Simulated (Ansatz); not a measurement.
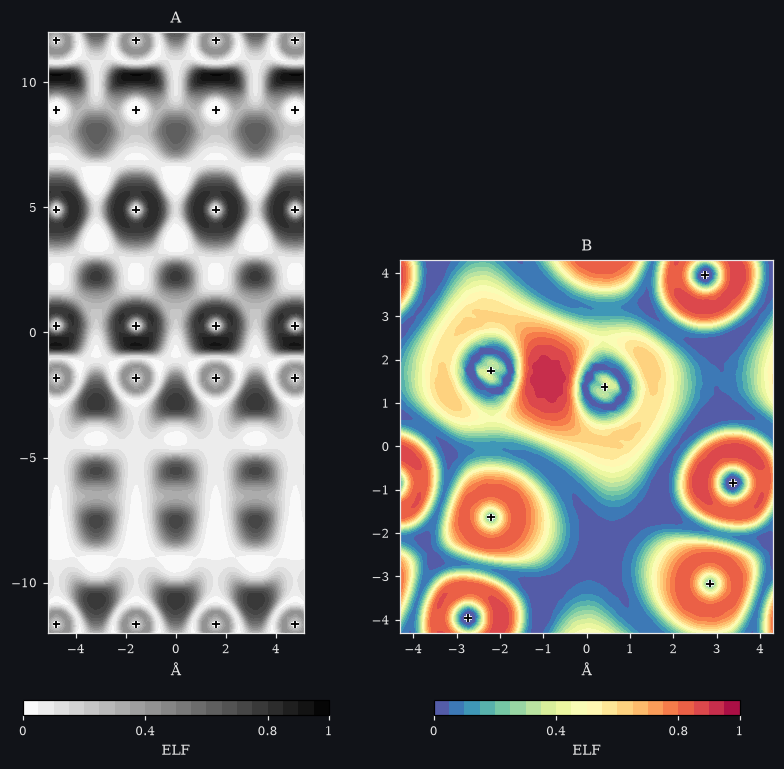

The electron localisation function of 2 systems, each on a plane through atoms (crosses mark nuclei in the plane).

These are results of DFT r2SCAN, scalar-relativistic, plane waves, PAW (Ansatz 0.2.0), not measurements.

System 1: Sr2Al2O, the (010) plane of the conventional cell. Space group P2/m; a generated structure, not necessarily the stable one.

```xyz
10
Lattice="0.0045 7.9012 0.2040 4.3400 -0.0021 -0.0127 -0.0252 -2.2320 -7.9780" Properties=species:S:1:pos:R:3 pbc="T T T"
Sr    2.1506   -0.6806   -6.3721
Sr   -0.0177    2.5764   -6.2963
Sr    2.1686    6.3476   -1.4145
Sr    4.3369    3.0907   -1.4903
Al   -0.0094    5.4814   -4.0109
Al    2.1597    1.5336   -3.6444
Al    4.3286    0.1856   -3.7757
Al    2.1595    4.1335   -4.1422
O     4.3403    5.3951   -0.6378
O    -0.0210    0.2719   -7.1488
```

System 2: Mg2GeN2, the (010) plane of the conventional cell. Space group R3m; a generated structure, not necessarily the stable one; computed pressure about −3 GPa in this cell.

```xyz
15
Lattice="3.1828 0.0000 0.0000 -1.5914 2.7564 0.0000 0.0000 0.0000 23.3430" Properties=species:S:1:pos:R:3 pbc="T T T"
Mg    0.0000    1.8376    4.0608
Mg    0.0000    0.0000   11.8419
Mg    1.5914    0.9188   19.6228
Mg    1.5914    0.9188    6.1208
Mg    0.0000    1.8376   13.9017
Mg    0.0000    0.0000   21.6826
Ge    0.0000    1.8376    1.2902
Ge    0.0000    0.0000    9.0711
Ge    1.5914    0.9188   16.8520
N     0.0000    0.0000    5.0841
N     1.5914    0.9188   12.8650
N     0.0000    1.8376   20.6460
N     0.0000    0.0000    0.4337
N     1.5914    0.9188    8.2146
N     0.0000    1.8376   15.9958
```

### Match each panel to its system.

Panel A is system 2, Mg2GeN2: the plane holds Mg, Ge and N. Mg–N (2.09 Å): the ELF peaks at about 0.90 in the valence shell of N, 0.8 Å from its nucleus, and falls to about 0.05 next to Mg (a closed-shell, largely ionic contact). Panel B is system 1, Sr2Al2O: the plane holds Sr, Al and O. Sr–O (2.38 Å): the ELF peaks at about 0.80 in the valence shell of O, 0.6 Å from its nucleus, and drops to about 0.10 between the two atoms (no shared electron pair shows on this line).
